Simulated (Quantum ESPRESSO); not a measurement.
**Commensurate spirals of Nickel**

Wanted: E(q) of Nickel at simple fractions of a reciprocal vector.

Calculated with Quantum ESPRESSO 7.5; LDA; plane waves with GBRV 1.5 LDA potentials, no spin-orbit coupling, flat spiral in a supercell.

### 1. Starting point

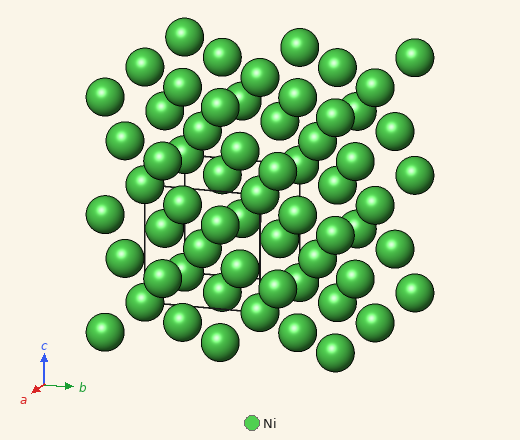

The starting structure, seen slightly off an axis (nickel green). 2×2×2 cells are drawn. This picture shows the conventional cell, with its axes. Some periodic images of atoms are drawn too.

Coordinates:

```cif
data_structure
_symmetry_space_group_name_H-M 'P 1'
_symmetry_Int_Tables_number 1
_cell_length_a 2.4918
_cell_length_b 2.4918
_cell_length_c 2.4918
_cell_angle_alpha 60.000
_cell_angle_beta 60.000
_cell_angle_gamma 60.000
_cell_volume 10.94
loop_
_atom_site_label
_atom_site_type_symbol
_atom_site_fract_x
_atom_site_fract_y
_atom_site_fract_z
_atom_site_occupancy
Ni1 Ni 0.00000 0.00000 0.00000 1
```

The cell comes from the Crystallography Open Database.

### 2. Parallel moments, one cell

File pw.in:

```
&CONTROL
  calculation = 'scf'
  prefix = 'pwscf'
  outdir = './tmp'
  pseudo_dir = './pseudo'
  disk_io = 'nowf'
/
&SYSTEM
  ibrav = 0
  celldm(1) = 8
  nat = 1
  ntyp = 1
  ecutwfc = 34
  ecutrho = 238
  nbnd = 30
  occupations = 'smearing'
  smearing = 'fd'
  degauss = 0.00734986
  noncolin = .true.
  starting_magnetization(1) = 0.0556
  angle1(1) = 90
  angle2(1) = 0
/
&ELECTRONS
  conv_thr = 2d-09
  electron_maxstep = 150
  mixing_beta = 0.3
/
ATOMIC_SPECIES
Ni     58.6934 ni_lda_v1.4.uspp.F.UPF
CELL_PARAMETERS alat
   0.0000000000000    0.4161968249241    0.4161968249241
   0.4161968249241    0.0000000000000    0.4161968249241
   0.4161968249241    0.4161968249241    0.0000000000000
ATOMIC_POSITIONS crystal
Ni      0.0000000000    0.0000000000    0.0000000000
K_POINTS automatic
10 10 12 0 0 0
```

The run is started by

```console
> OMP_NUM_THREADS=1 mpirun -n 4 pw.x -nk 4 -in pw.in > pw.out
```

What it wrote:

```text
Program PWSCF v.7.5 starts

     Message from routine setup:
     using ibrav=0 with symmetry is DISCOURAGED, use correct ibrav instead

     K-points division:     npool     =       4
     Subspace diagonalization in iterative solution of the eigenvalue problem:

     G-vector sticks info
     --------------------
     sticks:   dense  smooth     PW     G-vecs:    dense   smooth      PW
     Sum         367     211     85                 4621     1989     459

     Using Slab Decomposition

     bravais-lattice index     =            0
     lattice parameter (alat)  =       8.0000  a.u.
     unit-cell volume          =      73.8238 (a.u.)^3
     number of atoms/cell      =            1
     number of atomic types    =            1
     number of electrons       =        18.00
     number of Kohn-Sham states=           30
     kinetic-energy cutoff     =      34.0000  Ry
     charge density cutoff     =     238.0000  Ry
     scf convergence threshold =      2.0E-09
     mixing beta               =       0.3000
     number of iterations used =            8  plain     mixing
     Exchange-correlation=  SLA  PZ   NOGX NOGC
                           (   1   1   0   0   0   0   0)
     Noncollinear calculation without spin-orbit

     celldm(1)=   8.000000  celldm(2)=   0.000000  celldm(3)=   0.000000
     celldm(4)=   0.000000  celldm(5)=   0.000000  celldm(6)=   0.000000

     crystal axes: (cart. coord. in units of alat)
               a(1) = (   0.000000   0.416197   0.416197 )
               a(2) = (   0.416197   0.000000   0.416197 )
               a(3) = (   0.416197   0.416197   0.000000 )

     reciprocal axes: (cart. coord. in units 2 pi/alat)
               b(1) = ( -1.201355  1.201355  1.201355 )
               b(2) = (  1.201355 -1.201355  1.201355 )
               b(3) = (  1.201355  1.201355 -1.201355 )

     PseudoPot. # 1 for Ni read from file:
     ni_lda_v1.4.uspp.F.UPF
     Pseudo is Ultrasoft + core correction, Zval = 18.0
     Generated by new atomic code, or converted to UPF format
     Using radial grid of  865 points,  6 beta functions with:
                l(1) =   0
                l(2) =   0
                l(3) =   1
                l(4) =   1
                l(5) =   2
                l(6) =   2
     Q(r) pseudized with 10 coefficients,  rinner =    0.980   0.980   0.980
                                                       0.980   0.980

     atomic species   valence    mass     pseudopotential
     Ni               18.00    58.69340     Ni( 1.00)

     16 Sym. Ops., with inversion, found

   Cartesian axes

     site n.     atom                  positions (alat units)
         1        Ni     tau(   1) = (   0.0000000   0.0000000   0.0000000  )

     number of k points=   739  Fermi-Dirac smearing, width (Ry)=  0.0073

     Number of k-points >= 100: set verbosity='high' to print them.

     Dense  grid:     4621 G-vectors     FFT dimensions: (  24,  24,  24)

     Smooth grid:     1989 G-vectors     FFT dimensions: (  18,  18,  18)

     Check: negative core charge=   -0.000016
     Generating pointlists ...
     new r_m :   0.2428 (alat units)  1.9424 (a.u.) for type    1

     Initial potential from superposition of free atoms

     starting charge      16.0000, renormalised to      18.0000

 ==============================================================================
     atom number    1 relative position :    0.0000   0.0000   0.0000
     charge :    17.672885  (integrated on a sphere of radius 0.243)
     magnetization :          0.982612    0.000000    0.000000
     magnetization/charge:    0.055600    0.000000    0.000000
     polar coord.: r, theta, phi [deg] :     0.982612   90.000000    0.000000

 ==============================================================================
     Starting wfcs are   26 randomized atomic wfcs +    4 random wfcs

     Self-consistent Calculation

     iteration #  1     ecut=    34.00 Ry     beta= 0.30
     Davidson diagonalization with overlap
     ethr =  1.00E-02,  avg # of iterations =  5.1

     total energy              =    -336.35428847 Ry
     estimated scf accuracy    <      32.72045226 Ry

     total magnetization       =     0.13     0.00     0.00 Bohr mag/cell
     absolute magnetization    =     0.16 Bohr mag/cell

     iteration #  2     ecut=    34.00 Ry     beta= 0.30
     Davidson diagonalization with overlap
     ethr =  1.00E-02,  avg # of iterations =  3.0

     total energy              =    -342.87570416 Ry
     estimated scf accuracy    <       1.40019423 Ry

     total magnetization       =     0.37    -0.00     0.00 Bohr mag/cell
     absolute magnetization    =     0.43 Bohr mag/cell

     iteration #  3     ecut=    34.00 Ry     beta= 0.30
     Davidson diagonalization with overlap
     ethr =  7.78E-03,  avg # of iterations =  1.9

     total energy              =    -343.15099219 Ry
     estimated scf accuracy    <       0.05558395 Ry

     total magnetization       =     0.68    -0.00     0.00 Bohr mag/cell
     absolute magnetization    =     0.73 Bohr mag/cell

     [... further iterations left out ...]

     iteration #  8     ecut=    34.00 Ry     beta= 0.30
     Davidson diagonalization with overlap
     ethr =  3.79E-08,  avg # of iterations =  1.9

     total energy              =    -343.16085386 Ry
     estimated scf accuracy    <       0.00000077 Ry

     total magnetization       =     0.65     0.00    -0.00 Bohr mag/cell
     absolute magnetization    =     0.72 Bohr mag/cell

     iteration #  9     ecut=    34.00 Ry     beta= 0.30
     Davidson diagonalization with overlap
     ethr =  4.27E-09,  avg # of iterations =  1.1

     total energy              =    -343.16085403 Ry
     estimated scf accuracy    <       0.00000018 Ry

     total magnetization       =     0.65     0.00    -0.00 Bohr mag/cell
     absolute magnetization    =     0.72 Bohr mag/cell

     iteration # 10     ecut=    34.00 Ry     beta= 0.30
     Davidson diagonalization with overlap
     ethr =  9.90E-10,  avg # of iterations =  2.0

     total energy              =    -343.16085409 Ry
     estimated scf accuracy    <       0.00000002 Ry

     total magnetization       =     0.65     0.00    -0.00 Bohr mag/cell
     absolute magnetization    =     0.72 Bohr mag/cell

     iteration # 11     ecut=    34.00 Ry     beta= 0.30
     Davidson diagonalization with overlap
     ethr =  1.10E-10,  avg # of iterations =  1.1

 ==============================================================================
     atom number    1 relative position :    0.0000   0.0000   0.0000
     charge :    16.711921  (integrated on a sphere of radius 0.243)
     magnetization :          0.684423   -0.000000    0.000000
     magnetization/charge:    0.040954   -0.000000    0.000000
     polar coord.: r, theta, phi [deg] :     0.684423   90.000000   -0.000000

 ==============================================================================

     End of self-consistent calculation

     Number of k-points >= 100: set verbosity='high' to print the bands.

     the Fermi energy is    17.2762 ev

!    total energy              =    -343.16085411 Ry
     estimated scf accuracy    <          5.7E-10 Ry
     smearing contrib. (-TS)   =      -0.00403326 Ry
     internal energy E=F+TS    =    -343.15682085 Ry

     The total energy is F=E-TS. E is the sum of the following terms:
     one-electron contribution =    -192.49159558 Ry
     hartree contribution      =     107.43486597 Ry
     xc contribution           =     -35.02424958 Ry
     ewald contribution        =    -223.07584166 Ry

     total magnetization       =     0.65     0.00     0.00 Bohr mag/cell
     absolute magnetization    =     0.72 Bohr mag/cell

     convergence has been achieved in  11 iterations

=------------------------------------------------------------------------------=
   JOB DONE.
=------------------------------------------------------------------------------=
```

The job ended after 2.1 min (4 MPI ranks of Intel Xeon Platinum 8259CL at 2.50GHz (Skylake/Cascade Lake), shared host; peak memory 0.41 GiB).

Spin moment in the atom's sphere by atom:

```tsv
atom	x (μB)	y (μB)	z (μB)	size
Ni1	0.684	0.000	0.000	0.684
```

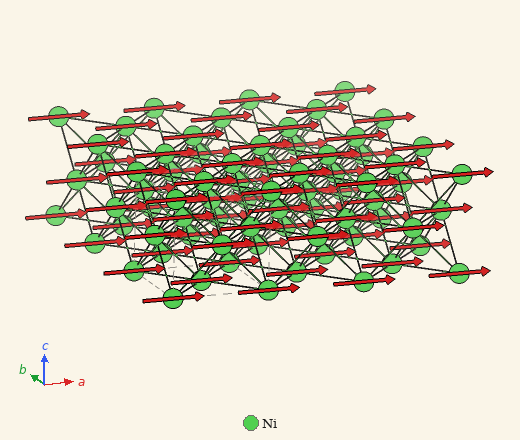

Spin moment in the atom's sphere as arrows, the longest 0.684 μB. 3×3×1 conventional cells are drawn. Some periodic images of atoms are drawn too.

This step gave:

* smearing term TS: 0.05488 eV
* magnetization: 0.654, 0, 0 μB
* absolute magnetization: 0.723 μB
* final state: ferromagnetic

### 3. One turn in 2 cells along the input cell's c

Neighbouring cells are turned by 180° in the xy plane; the cell holds 2 atoms.

File pw.in:

```
&CONTROL
  calculation = 'scf'
  prefix = 'pwscf'
  outdir = './tmp'
  pseudo_dir = './pseudo'
  disk_io = 'nowf'
/
&SYSTEM
  ibrav = 0
  celldm(1) = 8
  nat = 2
  ntyp = 2
  ecutwfc = 34
  ecutrho = 238
  nbnd = 50
  occupations = 'smearing'
  smearing = 'fd'
  degauss = 0.00734986
  noncolin = .true.
  starting_magnetization(1) = 0.0556
  angle1(1) = 90
  angle2(1) = 0
  starting_magnetization(2) = 0.0556
  angle1(2) = 90
  angle2(2) = 180
/
&ELECTRONS
  conv_thr = 4d-09
  electron_maxstep = 150
  mixing_beta = 0.3
/
ATOMIC_SPECIES
Ni1    58.6934 ni_lda_v1.4.uspp.F.UPF
Ni2    58.6934 ni_lda_v1.4.uspp.F.UPF
CELL_PARAMETERS alat
   0.0000000000000    0.4161968249241    0.4161968249241
   0.4161968249241    0.0000000000000    0.4161968249241
   0.8323936498481    0.8323936498481    0.0000000000000
ATOMIC_POSITIONS crystal
Ni1     0.0000000000    0.0000000000    0.0000000000
Ni2     0.0000000000    0.0000000000    0.5000000000
K_POINTS automatic
10 10 6 0 0 0
```

What it wrote:

```text
     [... lines left out ...]
Program PWSCF v.7.5 starts
     [... lines left out ...]
     number of atoms/cell      =            2
     [... lines left out ...]
     number of electrons       =        36.00
     number of Kohn-Sham states=           50
     kinetic-energy cutoff     =      34.0000  Ry
     charge density cutoff     =     238.0000  Ry
     scf convergence threshold =      4.0E-09
     [... lines left out ...]
     Noncollinear calculation without spin-orbit
     [... lines left out ...]
      4 Sym. Ops., with inversion, found
     [... lines left out ...]
     number of k points=   400  Fermi-Dirac smearing, width (Ry)=  0.0073
     [... lines left out ...]
     iteration # 31     ecut=    34.00 Ry     beta= 0.30
     [... lines left out ...]
     atom number    1 relative position :    0.0000   0.0000   0.0000
     [... lines left out ...]
     magnetization :         -0.000319    0.000012   -0.000012
     [... lines left out ...]
     atom number    2 relative position :    0.4162   0.4162   0.0000
     [... lines left out ...]
     magnetization :          0.000253    0.000013   -0.000013
     [... lines left out ...]
     the Fermi energy is    17.1266 ev
!    total energy              =    -686.31672882 Ry
     estimated scf accuracy    <          4.3E-10 Ry
     smearing contrib. (-TS)   =      -0.01295188 Ry
     [... lines left out ...]
     total magnetization       =    -0.00     0.00    -0.00 Bohr mag/cell
     absolute magnetization    =     0.00 Bohr mag/cell
     convergence has been achieved in  31 iterations
```

Wall time 9.9 min (4 MPI ranks); peak memory 0.59 GiB.

Spin moment in the atom's sphere by atom:

```tsv
atom	x (μB)	y (μB)	z (μB)	size
Ni1	-0.0003	0.0000	0.0000	0.0003
Ni2	0.0003	0.0000	0.0000	0.0003
```

Numbers from this step:

```
smearing term TS       : 0.1762 eV
magnetization          : 0, 0, 0 μB
absolute magnetization : 0 μB
final state            : non-magnetic
```

### 4. One turn in 3 cells along the input cell's c

Neighbouring cells are turned by 120° in the xy plane; the cell holds 3 atoms.

File pw.in:

```
&CONTROL
  calculation = 'scf'
  prefix = 'pwscf'
  outdir = './tmp'
  pseudo_dir = './pseudo'
  disk_io = 'nowf'
/
&SYSTEM
  ibrav = 0
  celldm(1) = 8
  nat = 3
  ntyp = 3
  ecutwfc = 34
  ecutrho = 238
  nbnd = 72
  occupations = 'smearing'
  smearing = 'fd'
  degauss = 0.00734986
  noncolin = .true.
  starting_magnetization(1) = 0.0556
  angle1(1) = 90
  angle2(1) = 0
  starting_magnetization(2) = 0.0556
  angle1(2) = 90
  angle2(2) = 120.001
  starting_magnetization(3) = 0.0556
  angle1(3) = 90
  angle2(3) = -120.001
/
&ELECTRONS
  conv_thr = 6d-09
  electron_maxstep = 150
  mixing_beta = 0.3
/
ATOMIC_SPECIES
Ni1    58.6934 ni_lda_v1.4.uspp.F.UPF
Ni2    58.6934 ni_lda_v1.4.uspp.F.UPF
Ni3    58.6934 ni_lda_v1.4.uspp.F.UPF
CELL_PARAMETERS alat
   0.0000000000000    0.4161968249241    0.4161968249241
   0.4161968249241    0.0000000000000    0.4161968249241
   1.2485904747722    1.2485904747722    0.0000000000000
ATOMIC_POSITIONS crystal
Ni1     0.0000000000    0.0000000000    0.0000000000
Ni2     0.0000000000    0.0000000000    0.3333333333
Ni3     0.0000000000    0.0000000000    0.6666666667
K_POINTS automatic
10 10 4 0 0 0
```

What it wrote:

```text
     [... lines left out ...]
Program PWSCF v.7.5 starts
     [... lines left out ...]
     number of atoms/cell      =            3
     [... lines left out ...]
     number of electrons       =        54.00
     number of Kohn-Sham states=           72
     kinetic-energy cutoff     =      34.0000  Ry
     charge density cutoff     =     238.0000  Ry
     scf convergence threshold =      6.0E-09
     [... lines left out ...]
     Noncollinear calculation without spin-orbit
     [... lines left out ...]
     No symmetry found
     [... lines left out ...]
     number of k points=   976  Fermi-Dirac smearing, width (Ry)=  0.0073
     [... lines left out ...]
     iteration # 27     ecut=    34.00 Ry     beta= 0.30
     [... lines left out ...]
[key lines of the parts left out:]
total magnetization       =     0.00    -0.00    -0.00 Bohr mag/cell
total energy              =   -1029.47505722 Ry
```

Wall time 45 min (4 MPI ranks); peak memory 1.9 GiB.

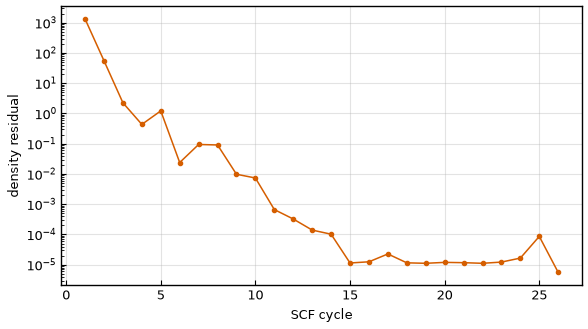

Residual by cycle in this run.

The run was cut off at its time limit.

After 26 cycles the residual stands at 5.6e-6.

(Continued in part 2 of 2.)

[Logs and program files are shortened in this print: banners, set-up blocks, solver, clock and traceback lines can be left out without a mark of their own.]

[Logs are printed without paths, hosts, clocks, repeated set-up lines and the standing remarks that a program may print on its own settings, such as how far it seeks lower states.]

[Hosts, paths, dates, database ids (printed as entryN), source tags and the programs' standing remarks are cut or masked in the printed files.]

[Where a cell is said to come from a database of computed structures, the database is the Materials Project.]
